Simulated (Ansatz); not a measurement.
**BGeHCl (quartet): inputs that go wrong**

4 inputs are run for BGeHCl (quartet) as typed; the log has to tell whether the result can be used and what must change.

Method: the settings change from run to run; program: Ansatz 0.2.0, Gaussian basis.

25 further runs of the same task are left out: 9 that didn't finish, 16 set aside as unsound or not needed.

**1. The system**

The geometry is a PBE0/def2-TZVP stationary point (not a proven minimum). No spin-orbit coupling is included. The filled d shell of Ge may be among the frozen orbitals whatever the setting's name suggests; the logs give the count.

4 atoms, charge 0, spin multiplicity 4.

Atoms are counted from 1 here; the program's logs count them from 0.

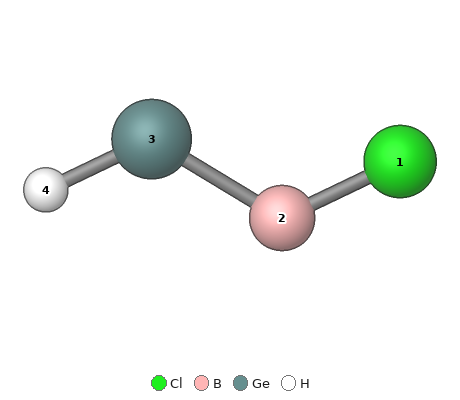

The structure; chlorine green, boron pink, germanium teal, hydrogen white; atoms are numbered from 1 in the order of the file.

**2. Attempt 1**

Input file in.yaml:

```yaml
crystal:
  periodic: [false, false, false]
  atoms:
    - {symbol: Cl, position_ang: [0.000000, -0.101777, 2.160962]}
    - {symbol: B, position_ang: [0.000000, 0.791619, 0.686080]}
    - {symbol: Ge, position_ang: [0.000000, -0.078196, -1.122868]}
    - {symbol: H, position_ang: [0.000000, 0.724557, -2.445252]}
basis:
  gaussian: {orbitals: cc-pVDZ}
magnetization: {spin_polarized: false, initial_magnetization: 3}
correlation: {active_space: {window: {electrons: 40, orbitals: 30}}}
```

The run is started by

```console
$ ansatz run in.yaml --threads 1 --pin off --events-out ev --progress --plain --max-ram 2393MiB
```

The log of the run:

```text
Functional definition: HF
  name "HF"
  cite "Fock, Z. Phys. 61, 126 (1930) doi:10.1007/BF01340294"
  parent pbe
  exchange = exact_x
  correlation = 0
698 factors; integrals over basis functions are off by at most 1.1e-3 eV
mean field evaluation 1: about -69660.1370 eV, gradient 1.2e1 eV
mean field evaluation 2: about -69660.1720 eV, gradient 1.2e1 eV
mean field evaluation 4: about -69661.7393 eV, gradient 1.9e0 eV
mean field evaluation 8: about -69661.7848 eV, gradient 2.3e-1 eV
mean field -69661.78571669 eV, -2560.0234066340 hartree, gradient 2.2e-6 eV, S^2 3.750000; 0 other end points of the search recorded, 0 dependent functions left out
reference -69661.78571669 eV, -2560.0234066340 hartree; 29, 26 occupied and 35, 38 virtual orbitals, 698 factors
Error: 40 electrons in 30 orbitals form no window around the highest filled level of the reference
```

Wall time 0.93 s (1 thread of Intel Xeon Platinum 8488C, shared host).

What is wrong: The run stopped with an error. The active window can't be built from these electrons and orbitals. Fix: choose counts that fit the spin, the electrons and the basis.

**3. Attempt 2**

Input file in.yaml:

```yaml
crystal:
  periodic: [false, false, false]
  atoms:
    - {symbol: Cl, position_ang: [0.000000, -0.101777, 2.160962]}
    - {symbol: B, position_ang: [0.000000, 0.791619, 0.686080]}
    - {symbol: Ge, position_ang: [0.000000, -0.078196, -1.122868]}
    - {symbol: H, position_ang: [0.000000, 0.724557, -2.445252]}
basis:
  gaussian: {orbitals: cc-pVDZ}
magnetization: {spin_polarized: true, initial_magnetization: 4}
correlation: {method: mp2, electrons: outside_noble_gas}
scf: {lower_state_search: off}
output: {forces: true}
```

Same command.

The log of the run:

```text
Error: a molecule whose nuclei and cores have a total charge of 55 cannot have a net charge of 0 together with 4 unpaired electrons
```

Run time: 0.03 s. Hardware: 1 thread of Intel Xeon Platinum 8488C, shared host.

**Diagnosis.** The run was refused. The number of unpaired electrons doesn't fit the electron count. Fix: make charge and initial_magnetization agree.

**4. Attempt 3**

Input file in.yaml:

```yaml
crystal:
  periodic: [false, false, false]
  atoms:
    - {symbol: Cl, position_ang: [0.000000, -0.101777, 2.160962]}
    - {symbol: B, position_ang: [0.000000, 0.791619, 0.686080]}
    - {symbol: Ge, position_ang: [0.000000, -0.078196, -1.122868]}
    - {symbol: H, position_ang: [0.000000, 0.724557, -2.445252]}
basis:
  gaussian: {orbitals: STO-3G, point_charges: [{charge: -1.00, position_ang: [3.351, 0.994, -0.527]}]}
magnetization: {spin_polarized: false, initial_magnetization: 3}
correlation: {method: sc_nevpt2, electrons: valence, active_space: {window: {electrons: 13, orbitals: 8}}}
accuracy: high
multiplicity: 3
```

The command is unchanged.

The log of the run:

```text
Error: YAML parse error: error: line 13 column 1: unknown field `multiplicity`, expected one of crystal, accuracy, basis, kpoints, hamiltonian, magnetization, projection, total_charge, correlation, batch, efield, external_charges, scf, relax, neb, saddle, md, ramp, phonons, dielectric, real_time, elastic, magnetic_configurations, gw, evaluate, workflow, output, checkpoint, execution
  --> <input>:13:1
   |
11 | correlation: {method: sc_nevpt2, electrons: valence, active_space…
12 | accuracy: high
13 | multiplicity: 3
   | ^ unknown field `multiplicity`, expected one of crystal, accuracy, basis, kpoints, hamiltonian, magnetization, projection, total_charge, correlation, batch, efield, external_charges, scf, relax, neb, saddle, md, ramp, phonons, dielectric, real_time, elastic, magnetic_configurations, gw, evaluate, workflow, output, checkpoint, execution
```

Wall time 0.03 s (1 thread of Intel Xeon Platinum 8488C, shared host).

What is wrong: The run was refused. The input holds a key that the program doesn't read here. Cure: remove it or spell it as the reference does.

**5. Attempt 4**

Input file in.yaml:

```yaml
crystal:
  periodic: [false, false, false]
  atoms:
    - {symbol: Cl, position_ang: [0.000000, -0.053860, 1.143581]}
    - {symbol: B, position_ang: [0.000000, 0.418925, 0.363074]}
    - {symbol: Ge, position_ang: [0.000000, -0.041381, -0.594222]}
    - {symbol: H, position_ang: [0.000000, 0.383436, -1.294027]}
basis:
  gaussian: {orbitals: cc-pVDZ, point_charges: [{charge: -0.50, position_ang: [3.686, 0.285, 0.568]}]}
magnetization: {spin_polarized: true, initial_magnetization: 3}
correlation: {method: mp2, electrons: valence}
scf: {lower_state_search: full}
output: {forces: true}
```

Same command.

The log of the run (excerpt; [...] marks lines left out):

```text
Functional definition: HF
  name "HF"
  cite "Fock, Z. Phys. 61, 126 (1930) doi:10.1007/BF01340294"
  parent pbe
[...]
701 factors; integrals over basis functions are off by at most 3.6e-4 eV
[...]
mean field -69562.40532647 eV, -2556.3712446559 hartree, gradient 1.3e-6 eV, S^2 3.765925; 7 other end points of the search recorded, 0 dependent functions left out
15 core orbitals not correlated: weight in the atoms' cores, before any rotation towards them, 0.999 or more for the frozen orbitals, at most 0.001 for the correlated occupied ones
reference -69562.40532647 eV, -2556.3712446559 hartree; 14, 11 occupied and 35, 38 virtual orbitals, 701 factors
second order -8.02174385 eV of doubles, -0.00000000 eV of singles
[...]
Total energy: -69570.42707032 eV, -2556.6660383051 hartree
Atom 0 at     0.000000    -0.053860     1.143581 Å, force     0.255283  -109.157826   204.688390 eV/Å
Atom 1 at     0.000000     0.418925     0.363074 Å, force    -0.134707   159.115904   -69.200487 eV/Å
Atom 2 at     0.000000    -0.041381    -0.594222 Å, force    -0.021882   -89.751852   -62.849979 eV/Å
Atom 3 at     0.000000     0.383436    -1.294027 Å, force     0.021623    39.819622   -72.681252 eV/Å
Dipole moment:     0.132321     0.003460     0.482082 e Å
```

Run time: 4.8 s. Hardware: 1 thread of Intel Xeon Platinum 8488C, shared host.

What is wrong: The run converged, which proves nothing about the input. The coordinates are scaled by the bohr-ångström factor. The shortest distance is 0.82 Å, against 1.55 Å in the geometry of step 1. Its energy belongs to another geometry. Cure: restore the coordinates in ångström.

**6. How the runs ended**

| attempt | level | ended | cause | time |
| --- | --- | --- | --- | --- |
| 1 | CASSCF(40,30)/cc-pVDZ | stopped by an error | the active window can't be built from these electrons and orbitals | 0.93 s |
| 2 | MP2 on UHF/cc-pVDZ | refused | the number of unpaired electrons doesn't fit the electron count | 0.03 s |
| 3 | NEVPT2(13,8)/STO-3G | refused | the input holds a key that the program doesn't read here | 0.03 s |
| 4 | MP2 on UHF/cc-pVDZ | converged | the coordinates are scaled by the bohr-ångström factor | 4.8 s |

1 stopped by an error, 2 refused, 1 converged. The input that converges on a wrong geometry or spin is the dangerous one: no error points at it, so geometry and ⟨S²⟩ have to be checked.
